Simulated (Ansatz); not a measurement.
CdS, pressure series

Take CdS in the zinc blende structure (space group F-43m, No. 216) as the base.

CdS is taken in the cubic space group F-43m (No. 216), the zinc blende structure, Pearson symbol cF8. Conventional cell: a = b = c = 5.8778 Å, α = β = γ = 90.00°. S on 4c is coordinated by 4 Cd at 2.545 Å (tetrahedral). Cd on 4a is surrounded by 4 S at 2.545 Å (tetrahedral). (Neighbours: up to the widest gap in distance over summed covalent radii, below 1.35, at either atom; cation-cation and far metal-metal contacts left out.)
(The calculation used a cell of 2 atoms; values per cell refer to that cell.)

Cell and atoms are relaxed at each pressure.

Method: r2SCAN (Ansatz, an electronic-structure program; PAW; 500 eV plane waves; spin-orbit coupling left out).

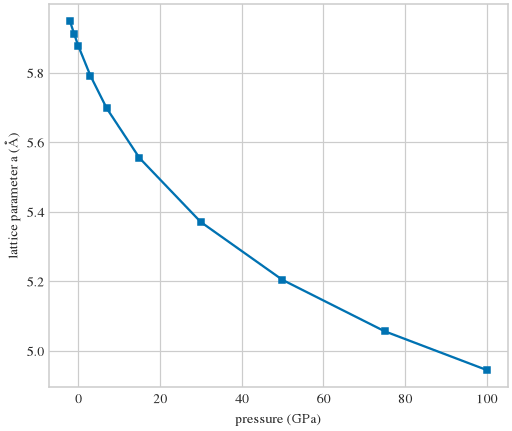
*Lattice parameter a against pressure*

| pressure (GPa) | lattice parameter a |
|---|---|
| -2 | 594.8 pm |
| -1 | 591.2 pm |
| 3 | 579.1 pm |
| 7 | 569.7 pm |
| 15 | 555.5 pm |
| 30 | 537.0 pm |
| 50 | 520.4 pm |
| 75 | 505.6 pm |
| 100 | 494.5 pm |

Load acts through the strain it causes; cell and atoms are relaxed under it. Whether these cells are dynamically stable was not tested. Tetrahedral semiconductors of this kind turn to denser phases somewhere between about 1 and 50 GPa; those were not computed, so compressed cells here can lie past the real transition.
